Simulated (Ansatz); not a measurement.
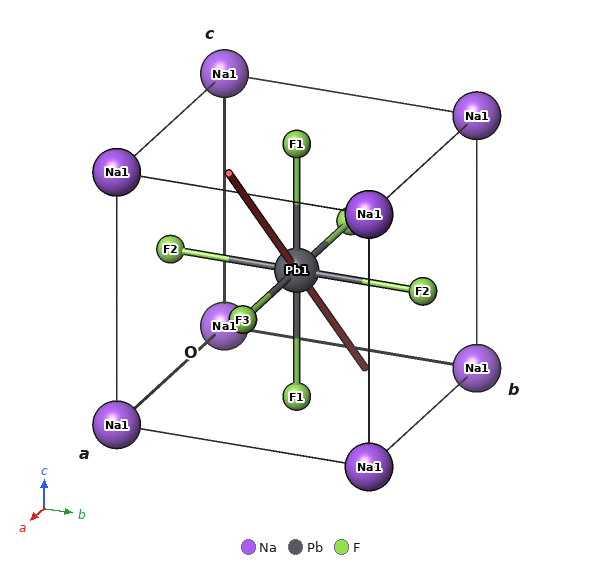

Crystal: NaPbF₃, the input geometry of an electronic-structure calculation (not necessarily at equilibrium); the starting structure was generated, so it need not be a known form of this composition. The coloured rod is the axis of a symmetry operation of the crystal. Symmetry computed with spglib at a tolerance of 0.002 Å; standard conventional cell.

a = 4.767 Å, b = 4.767 Å, c = 4.767 Å, α = 90.00°, β = 90.00°, γ = 90.00°.

| atom | x | y | z |
| --- | --- | --- | --- |
| Na1 | 0.0000 | 0.0000 | 0.0000 |
| Pb1 | 0.5000 | 0.5000 | 0.5000 |
| F1 | 0.5000 | 0.5000 | 0.0000 |
| F2 | 0.5000 | 0.0000 | 0.5000 |
| F3 | 0.0000 | 0.5000 | 0.5000 |

Take the operation x, y, z → z, −y+1, x.

Q: What kind of operation is it, and where does it lie?

A: It is a 2-fold rotation, about the line along [1 0 1] through (1/2, 1/2, 1/2).

Q: Onto which atom does it carry each atom (up to whole multiples of a, b and c)?

A: Na1 → Na1, Pb1 → Pb1, F1 → F3, F2 → F2, F3 → F1.
